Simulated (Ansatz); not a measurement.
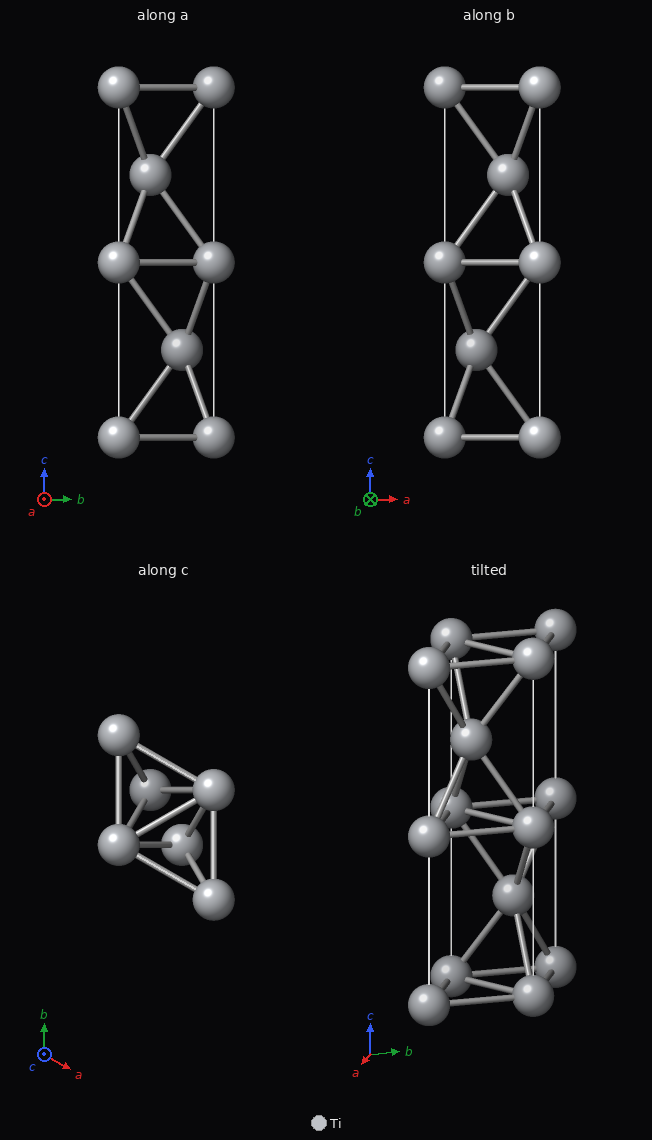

Shown here is a ball-and-stick view of the crystal, taken along the a axis, along the b axis, along the c axis and slightly off an axis. One conventional unit cell is outlined, and atoms on its boundary appear in each equivalent place.

Lattice parameters: a = 2.809 Å, b = 2.809 Å, c = 8.969 Å, α = 90.00°, β = 90.00°, γ = 120.00°.

### Give the atomic positions as a table of Wyckoff sites.

Space group P6_3/mmc (No. 194).
```csv
atom,site,x,y,z
Ti,2a,0.0000,0.0000,0.0000
Ti,2c,0.3333,0.6667,0.2500
```

It goes back to a structure type filled with this element by a generator (whether the element takes this form wasn't checked). Earlier steps of the study may have refined or changed the cell and positions. An electronic-structure calculation with Ansatz was run on it.

At this level of theory the cell isn't at rest (compressed, at 18 GPa), so its distances can differ from those at equilibrium, the more so the softer the solid.
